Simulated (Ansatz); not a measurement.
# Run report: TaH₃Cl₃O₂F, geometry relaxation (part 2 of 2)

TaH₃Cl₃O₂F; RKS PBE0-D4/def2-SVP (Ansatz 0.2.0). The input holds or restrains some coordinates. Forces given for the steps count only the free coordinates. It belongs to a series of runs on one base structure; here: pulled along the bonds that form and break, towards end B.

Geometry of the input (Å):
```
Ta 0.0000  0.0000  0.0000
O  2.3700  0.0000  0.0000
H  2.7071  -0.5308  0.7903
O  0.0000  0.0000  2.0200
H  -0.2547  -0.9174  2.3571
Cl 0.0000  0.0000  -2.4700
Cl -1.2350  2.1390  0.0000
Cl -1.2350  -2.1390  0.0000
F  0.7032  -1.8418  -1.0422
H  1.8595  -1.1967  -0.6772
```

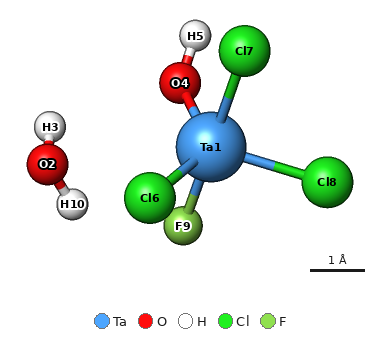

**Figure 1.** The geometry at step 13 of the log (ball-and-stick view, seen at a tilt; atoms are numbered from 1 in the order of the input).

### Trajectory as extended XYZ, continued
```
10
Properties=species:S:1:pos:R:3:forces:R:3 step=5 energy=-45949.83580
Ta   -0.4059   -0.2705   -0.1461    0.9409  -0.5754  -0.0792
O     2.7659   -0.1344   -0.0523   -1.2215  -0.6991  -0.2982
H     2.7577   -0.5091    0.8379    0.1943   0.1555   0.1120
O     0.0203   -0.1067    1.7470    0.1025  -0.8918  -0.9844
H    -0.2204   -0.8544    2.3350    0.3348   0.5794  -0.2861
Cl   -0.0687    0.2188   -2.4385   -0.2279   0.6768   0.0753
Cl   -1.2247    1.9337   -0.0244   -0.1784  -0.6561  -0.0049
Cl   -1.6935   -2.1024    0.1823   -1.9504   0.3938   0.4271
F     0.5605   -1.7703   -0.8850    1.5153   0.5572   0.9249
H     2.4239   -0.8915   -0.5781    0.4902   0.4596   0.1135
10
Properties=species:S:1:pos:R:3:forces:R:3 step=6 energy=-45950.50246
Ta   -0.4361   -0.3122   -0.1658    0.7080  -0.7116  -0.3134
O     2.7572   -0.1065   -0.0336   -0.9369  -1.0011  -0.6262
H     2.7764   -0.5060    0.8461    0.0943   0.1376   0.0183
O     0.0680   -0.1549    1.6692    0.1577  -0.6878  -0.3302
H    -0.1887   -0.8347    2.3225    0.3063   0.4176  -0.2426
Cl   -0.0839    0.2601   -2.4310   -0.0847   0.2264   0.0936
Cl   -1.2627    1.8729   -0.0170   -0.2536  -0.3594   0.0861
Cl   -1.8821   -2.0386    0.1875   -0.9994   0.6113  -0.0132
F     0.6316   -1.7799   -0.7959    0.6166   0.4783   0.7851
H     2.5355   -0.8869   -0.6040    0.3916   0.8887   0.5425
10
Properties=species:S:1:pos:R:3:forces:R:3 step=7 energy=-45950.89506
Ta   -0.4466   -0.3468   -0.1821    0.5255  -0.6568  -0.2878
O     2.7495   -0.0867   -0.0332   -0.6480  -0.8765  -0.5834
H     2.7853   -0.4880    0.8459    0.0294   0.1375  -0.0556
O     0.1285   -0.2055    1.6149    0.1079  -0.5368  -0.0143
H    -0.1493   -0.8231    2.3159    0.2755   0.3245  -0.2076
Cl   -0.0791    0.2643   -2.4267    0.0132   0.0135   0.1193
Cl   -1.3181    1.8132    0.0073   -0.2112  -0.2477   0.0922
Cl   -2.0476   -1.9415    0.1529   -0.4109   0.6083  -0.1682
F     0.6925   -1.8001   -0.7025    0.0729   0.3952   0.5358
H     2.5999   -0.8725   -0.6142    0.2458   0.8388   0.5697
10
Properties=species:S:1:pos:R:3:forces:R:3 step=8 energy=-45951.12720
Ta   -0.4463   -0.3779   -0.1920    0.3959  -0.4958  -0.1376
O     2.7457   -0.0679   -0.0488   -0.4860  -0.6749  -0.4613
H     2.7846   -0.4461    0.8402   -0.0111   0.1269  -0.0779
O     0.1965   -0.2593    1.5767    0.0025  -0.3671   0.1168
H    -0.0998   -0.8148    2.3177    0.2264   0.2591  -0.1679
Cl   -0.0499    0.2493   -2.4157    0.0737  -0.0469   0.1185
Cl   -1.3833    1.7485    0.0392   -0.1092  -0.1902   0.0694
Cl   -2.1904   -1.8241    0.0908   -0.0337   0.4555  -0.1830
F     0.7323   -1.8292   -0.6182   -0.2330   0.2509   0.2620
H     2.6257   -0.8652   -0.6118    0.1745   0.6825   0.4610
10
Properties=species:S:1:pos:R:3:forces:R:3 step=9 energy=-45951.24105
Ta   -0.4572   -0.4013   -0.1719    0.6148  -0.2623  -0.2246
O     2.7332   -0.0757   -0.1499   -0.4542  -0.9027  -0.1362
H     2.7847   -0.3258    0.7858    0.0093   0.1423  -0.2316
O     0.2372   -0.2746    1.5734   -0.0220  -0.2229   0.0503
H    -0.0446   -0.7893    2.3453    0.1454   0.1807  -0.0936
Cl    0.1210    0.2967   -2.3233   -0.0300  -0.0375   0.1193
Cl   -1.4950    1.6741    0.0668   -0.0917  -0.1328   0.0619
Cl   -2.2769   -1.7617    0.0035    0.0217   0.2508  -0.1221
F     0.7012   -1.8804   -0.5598   -0.3428   0.1066   0.1906
H     2.6116   -0.9488   -0.5919    0.1496   0.8778   0.3859
10
Properties=species:S:1:pos:R:3:forces:R:3 step=10 energy=-45951.27067
Ta   -0.4530   -0.4358   -0.1792    0.5988  -0.0035  -0.0452
O     2.7309   -0.0644   -0.1759   -0.4988  -1.5166   0.2777
H     2.9070   -0.2561    0.7724   -0.2094   0.1808  -0.8989
O     0.3219   -0.2906    1.5320   -0.2694  -0.2351   0.0762
H     0.0391   -0.7163    2.3583    0.1159   0.2271  -0.2153
Cl    0.2355    0.3246   -2.2677   -0.1135  -0.0785   0.2580
Cl   -1.6356    1.5604    0.1167    0.1032  -0.0722   0.0000
Cl   -2.3801   -1.6600   -0.1205    0.2272  -0.0362  -0.0697
F     0.6419   -1.9828   -0.5132   -0.4202   0.2151   0.0393
H     2.5076   -0.9657   -0.5448    0.4661   1.3191   0.5780
10
Properties=species:S:1:pos:R:3:forces:R:3 step=11 energy=-45951.34013
Ta   -0.4394   -0.4229   -0.1773    0.3947  -0.6187  -0.6905
O     2.7591   -0.1806   -0.2412   -0.5033  -0.6410  -0.2908
H     2.7878   -0.1199    0.7188    0.0250  -0.1579   0.0851
O     0.3509   -0.3563    1.5054    0.2576   0.0413   0.3423
H     0.0484   -0.5224    2.4022   -0.0266   0.1027   0.1733
Cl    0.2119    0.4160   -2.2193    0.0166   0.0720  -0.0580
Cl   -1.6479    1.5200    0.2194   -0.1429   0.1723   0.1181
Cl   -2.3134   -1.7180   -0.2254   -0.0580   0.0496   0.0124
F     0.6097   -1.9796   -0.5763   -0.2108   0.1671   0.0323
H     2.5481   -1.1230   -0.4281    0.2478   0.8126   0.2759
10
Properties=species:S:1:pos:R:3:forces:R:3 step=12 energy=-45951.36425
Ta   -0.4434   -0.4701   -0.1998    0.5868   0.2942   0.5396
O     2.7542   -0.1843   -0.2087   -0.4204  -0.8998   0.1506
H     2.8574   -0.2737    0.7532   -0.0539   0.1056  -0.3420
O     0.3674   -0.2983    1.5010   -0.2456  -0.3681  -0.1023
H     0.0709   -0.3250    2.4251    0.0389   0.1560  -0.4075
Cl    0.1946    0.4740   -2.1912    0.0096  -0.0216  -0.0306
Cl   -1.7318    1.4476    0.2807    0.0880  -0.2131  -0.0561
Cl   -2.3300   -1.7418   -0.3066    0.0070  -0.0770  -0.0015
F     0.6295   -2.0079   -0.5964   -0.2793   0.2400   0.0873
H     2.5462   -1.1071   -0.4793    0.2688   0.7837   0.1624
10
Properties=species:S:1:pos:R:3:forces:R:3 step=13 energy=-45951.42449
Ta   -0.4456   -0.4586   -0.1997    0.5795  -0.4801  -0.2797
O     2.7582   -0.2373   -0.2042   -0.3816  -0.7564  -0.2458
H     2.8378   -0.2594    0.7549    0.0047  -0.0008   0.0848
O     0.3668   -0.4045    1.4894   -0.0953   0.0069   0.3820
H     0.0701   -0.1326    2.3706    0.0605   0.0409  -0.2878
Cl    0.1646    0.5355   -2.1773    0.0151   0.0431  -0.0294
Cl   -1.7525    1.4097    0.3474    0.0709  -0.0552   0.0659
Cl   -2.3024   -1.7774   -0.3183   -0.0443  -0.0143   0.0080
F     0.6335   -1.9839   -0.6548   -0.3856   0.4160   0.1534
H     2.5847   -1.1782   -0.4300    0.1761   0.7999   0.1485
10
Properties=species:S:1:pos:R:3:forces:R:3 step=14 energy=-45951.42620
Ta   -0.4453   -0.4600   -0.2004    0.5769  -0.4768  -0.2699
O     2.7584   -0.2365   -0.2036   -0.3839  -0.7525  -0.2531
H     2.8380   -0.2610    0.7554    0.0045  -0.0014   0.0888
O     0.3656   -0.4044    1.4894   -0.0886  -0.0017   0.3818
H     0.0679   -0.1275    2.3687    0.0615   0.0397  -0.2890
Cl    0.1641    0.5345   -2.1780    0.0139   0.0434  -0.0293
Cl   -1.7495    1.4085    0.3515    0.0628  -0.0489   0.0592
Cl   -2.3025   -1.7782   -0.3191   -0.0439  -0.0122   0.0070
F     0.6341   -1.9853   -0.6539   -0.3808   0.4155   0.1533
H     2.5843   -1.1767   -0.4319    0.1777   0.7950   0.1513
10
Properties=species:S:1:pos:R:3:forces:R:3 step=15 energy=-45951.42880
Ta   -0.4452   -0.4639   -0.1999    0.5719  -0.4703  -0.2585
O     2.7580   -0.2353   -0.2054   -0.3869  -0.7489  -0.2587
H     2.8402   -0.2594    0.7533    0.0041  -0.0013   0.0941
O     0.3650   -0.4003    1.4902   -0.0768  -0.0162   0.3526
H     0.0667   -0.1109    2.3646    0.0547   0.0442  -0.2635
Cl    0.1606    0.5236   -2.1821    0.0144   0.0423  -0.0298
Cl   -1.7460    1.4073    0.3504    0.0567  -0.0455   0.0538
Cl   -2.3030   -1.7819   -0.3140   -0.0418  -0.0096   0.0075
F     0.6352   -1.9904   -0.6462   -0.3758   0.4166   0.1520
H     2.5836   -1.1755   -0.4329    0.1794   0.7887   0.1506
10
Properties=species:S:1:pos:R:3:forces:R:3 step=16 energy=-45951.44492
Ta   -0.4482   -0.4867   -0.1963    0.5786  -0.4542  -0.1870
O     2.7510   -0.2227   -0.2069   -0.3969  -0.7067  -0.3186
H     2.8475   -0.2571    0.7491    0.0088  -0.0032   0.1517
O     0.3512   -0.4025    1.5006    0.0507  -0.2105  -0.1204
H     0.0829   -0.0202    2.3383   -0.0831   0.2031   0.1586
Cl    0.1436    0.4718   -2.1969    0.0160   0.0308  -0.0413
Cl   -1.7217    1.4047    0.3405    0.0236  -0.0190   0.0514
Cl   -2.3096   -1.8006   -0.2954   -0.0295   0.0083   0.0096
F     0.6411   -2.0132   -0.6130   -0.3498   0.4160   0.1465
H     2.5773   -1.1601   -0.4420    0.1817   0.7354   0.1494
10
Properties=species:S:1:pos:R:3:forces:R:3 step=17 energy=-45951.42792 accepted=F
Ta   -0.4526   -0.5296   -0.1944    0.5073  -0.4510  -0.2136
O     2.7430   -0.2088   -0.2070   -0.3815  -0.7420  -0.2630
H     2.8392   -0.2585    0.7500    0.0113  -0.0293   0.0636
O     0.3153   -0.4642    1.5204   -0.3459   1.1975   1.5990
H     0.1176    0.1634    2.2824    0.3541  -1.1774  -1.5240
Cl    0.1249    0.4261   -2.2040   -0.0028   0.0035  -0.0299
Cl   -1.6946    1.3783    0.3499    0.0412   0.0888   0.0699
Cl   -2.3381   -1.8094   -0.2800    0.0430  -0.0512  -0.0264
F     0.6677   -2.0373   -0.5784   -0.3947   0.3579   0.1200
H     2.5928   -1.1468   -0.4610    0.1682   0.8031   0.2044
10
Properties=species:S:1:pos:R:3:forces:R:3 step=18 energy=-45951.47227
Ta   -0.4508   -0.5185   -0.1967    0.5394  -0.4452  -0.1061
O     2.7426   -0.1901   -0.1984   -0.4155  -0.7252  -0.2752
H     2.8592   -0.2631    0.7547    0.0026  -0.0015   0.0760
O     0.3027   -0.4653    1.5278   -0.0048  -0.0705   0.1562
H     0.0768    0.0681    2.3007    0.0225   0.0131  -0.1537
Cl    0.1010    0.4135   -2.2236    0.0266   0.0359  -0.0339
Cl   -1.6404    1.4151    0.3780   -0.0061   0.0353   0.0059
Cl   -2.3319   -1.7972   -0.3160    0.0073   0.0188   0.0138
F     0.6688   -2.0271   -0.5800   -0.3462   0.3851   0.1265
H     2.5871   -1.1219   -0.4685    0.1741   0.7543   0.1906
10
Properties=species:S:1:pos:R:3:forces:R:3 step=19 energy=-45951.47218
Ta   -0.4580   -0.5508   -0.1958    0.5512  -0.3427  -0.0490
O     2.7293   -0.1617   -0.1859   -0.4308  -0.8089  -0.1858
H     2.8565   -0.2734    0.7649   -0.0049  -0.0024  -0.0655
O     0.2599   -0.5376    1.5499   -0.1592   0.7749   0.8194
H     0.1074    0.1447    2.2487    0.1633  -0.7919  -0.8506
Cl    0.0977    0.4011   -2.2173    0.0082  -0.0287  -0.0112
Cl   -1.5893    1.4181    0.3918    0.0243   0.0182   0.0131
Cl   -2.3549   -1.7994   -0.3249    0.0136  -0.0020  -0.0104
F     0.6853   -2.0421   -0.5608   -0.3579   0.3557   0.0783
H     2.5811   -1.0854   -0.4927    0.1922   0.8278   0.2619
10
Properties=species:S:1:pos:R:3:forces:R:3 step=20 energy=-45951.49161
Ta   -0.4728   -0.5714   -0.1901    0.7449  -0.3016  -0.2579
O     2.7026   -0.1094   -0.1611   -0.4183  -0.8136  -0.2413
H     2.8662   -0.2616    0.7780   -0.0146   0.0234  -0.0330
O     0.2312   -0.5908    1.5597   -0.0583   0.1024   0.2504
H     0.0812    0.0864    2.2359    0.0549  -0.1382  -0.1423
Cl    0.0613    0.3274   -2.2498   -0.0179  -0.0296   0.0141
Cl   -1.4525    1.4794    0.3882   -0.0170  -0.0421   0.0048
Cl   -2.3825   -1.7913   -0.3155   -0.0334   0.0300   0.0223
F     0.7063   -2.0323   -0.5638   -0.4100   0.3584   0.1133
H     2.5741   -1.0232   -0.5035    0.1697   0.8109   0.2695
10
Properties=species:S:1:pos:R:3:forces:R:3 step=21 energy=-45951.49785
Ta   -0.4648   -0.5833   -0.2034    0.6474  -0.3896  -0.1158
O     2.7026   -0.0750   -0.1486   -0.4964  -0.7636  -0.2830
H     2.8561   -0.2212    0.7924    0.0014  -0.0048  -0.0001
O     0.1906   -0.6537    1.5682    0.0216   0.0201   0.0351
H     0.0692    0.0356    2.2316    0.0199  -0.0029   0.0365
Cl    0.0090    0.2761   -2.2964    0.0184  -0.0100  -0.0081
Cl   -1.3487    1.5050    0.3858    0.0125  -0.0008  -0.0058
Cl   -2.4068   -1.7496   -0.2920    0.0035   0.0181  -0.0192
F     0.7299   -2.0320   -0.5684   -0.4102   0.3624   0.0834
H     2.5779   -0.9886   -0.4912    0.1819   0.7711   0.2771
```

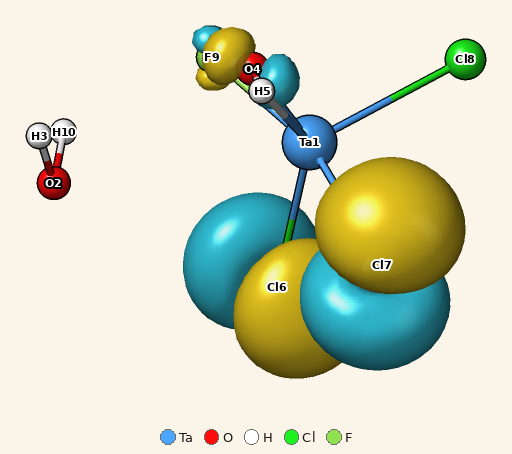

**Figure 2.** One frontier orbital at ±0.15 Å⁻³ᐟ² (yellow and cyan are the two phases), seen from the side. The HOMO, at −8.97 eV.

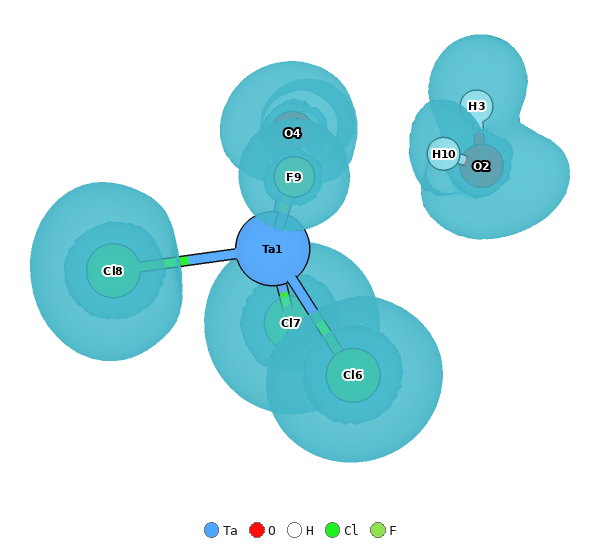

**Figure 3.** Isosurface of the ELF at 0.75 (cyan), seen at an oblique angle. Only the valence region is drawn (cores and ρ < 0.01 e/Å³ removed). Values along the shortest contacts: Ta1···O2 (3.21 Å): the ELF is only about 0 between them. Ta–O (1.89 Å): the ELF peaks at about 0.85 in the valence shell of O, 0.5 Å from its nucleus, and drops to about 0.30 between the two atoms.

### Key numbers

| quantity | value |
| --- | --- |
| outcome | converged under the restraints of the input |
| total energy | −45951.4979 eV |
| mean-field energy | −45951.2392 eV |
| largest force (length of the vector) at the end, held atoms and coordinates included | 0.954 eV/Å |
| hardware | 4 threads of Arm Neoverse V1, 24 GiB of memory available, shared host |
| wall time | 93 s (CPU time 5.8 min) |
| peak memory | 0.48 GiB |
